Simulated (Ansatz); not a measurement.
System (SMILES): [NH+]#[C-] (C-NH).
Geometry (B3LYP-D3(BJ)/def2-TZVP, fixed):
```xyz
3

C      0.0000     0.0000    -0.7364
N      0.0000     0.0000     0.4276
H      0.0000     0.0000     1.4250
```

Basis-set convergence of the dipole moment at MP2 with Ansatz (a first-principles code). Dipoles come from the density behind the forces; the sign is taken along the dipole that this method gives in the largest set. The reference of a correlated method is not its basis-set limit, which lies further on. Cartesian d functions, on some or all atoms, in 6-31G**, 6-31+G*; all else is spherical. Cores are frozen. No added dispersion term, no relativity. Reference: the value in aug-pcseg-3, 3.297 D, itself unsure by roughly 0.002 D (its mean distance from aug-cc-pVQZ, def2-QZVPPD). Deviations are taken from unrounded values.

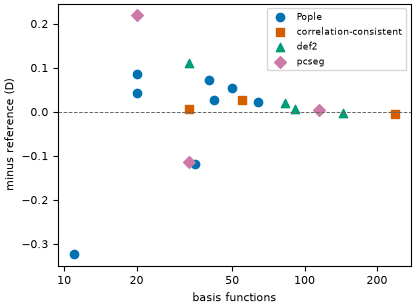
Deviation from the reference against the number of basis functions, by family of sets.

```csv
basis,functions,dipole moment (D),minus reference (D)
STO-3G,11,2.974,-0.323
3-21G,20,3.382,0.085
6-31G,20,3.338,0.042
pcseg-0,20,3.515,0.219
cc-pVDZ,33,3.303,0.007
def2-SVP,33,3.406,0.110
pcseg-1,33,3.183,-0.114
6-31G**,35,3.179,-0.118
6-31+G*,40,3.370,0.073
6-311G**,42,3.323,0.027
6-311+G**,50,3.349,0.053
aug-cc-pVDZ,55,3.323,0.026
"6-311++G(2d,2p)",64,3.318,0.022
def2-TZVPD,83,3.318,0.021
def2-TZVPPD,91,3.304,0.007
aug-pcseg-2,115,3.301,0.005
def2-QZVPP,144,3.294,-0.002
cc-pV5Z,237,3.292,-0.004
```
